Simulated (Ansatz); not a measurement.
A ladder of methods for C2H4OS (thioacetic acid)

The species is C2H4OS (8 atoms), meant as a singlet with charge 0. As SMILES, `CC(=O)S`. Geometry: relaxed at PBE0-D4/def2-TZVP. This is one conformer, not always the lowest.

Quantity: the atomisation enthalpy at 298 K, in kJ/mol. The values are calculated. The thermal term (zero-point and 298 K enthalpy, harmonic and unscaled) is that of PBE0-D4/def2-TZVP; the spin-orbit lowering of the free atoms at 298 K, 2.3 kJ/mol by their spectra, is taken off.

**What was measured.** CRC Handbook of Chemistry and Physics gives the atomisation enthalpy at 298 K of the gas as 3007 kJ/mol.

| level | kind | program | value (kJ/mol) | computed − measured | CPU time (all runs) |
| --- | --- | --- | --- | --- | --- |
| SVWN5/def2-SVP | LDA | Ansatz | 3558 | +551 | 5 s |
| PBE/def2-SVP | GGA | Ansatz | 3129 | +122 | 7.5 s |
| revPBE/def2-SVP | GGA | Ansatz | 3010 | +3 | 7.8 s |
| r2SCAN/def2-SVP | meta-GGA | Ansatz | 3047 | +40 | 16 s |
| B3LYP/def2-SVP | global hybrid | Ansatz | 3002 | -5 | 8.1 s |
| PBE0/def2-SVP | global hybrid | Ansatz | 3039 | +32 | 7.9 s |
| BCCD(T)/def2-SVP | coupled cluster or CI | Ansatz | 2846 | -161 | 24 s |
| CCSD(T)/def2-SVP | coupled cluster or CI | Ansatz | 2845 | -162 | 15 s |

Nearest: revPBE/def2-SVP (+3 kJ/mol); farthest: SVWN5/def2-SVP (+551 kJ/mol). Computed less measured by kind, in kJ/mol (def2-SVP rows): LDA +551; GGA +3 to +122; meta-GGA +40; global hybrid -5 to +32; coupled cluster or CI -162 to -161. Wave-function methods converge slowly with the basis and bind too weakly in sets of this size; that is part of their error here. Times are those of the runs behind each value, whatever else they computed, on shared processors of several kinds: orders of magnitude only.

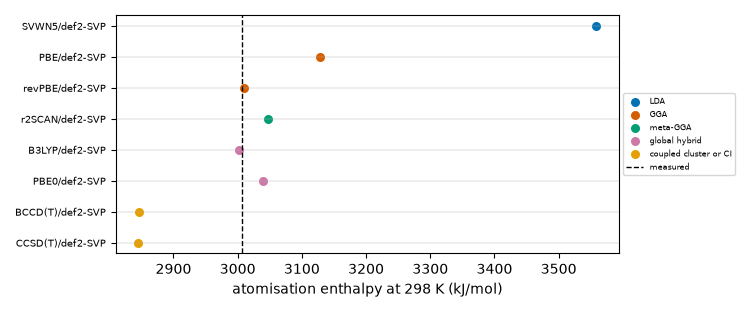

The values of the table, level by level.
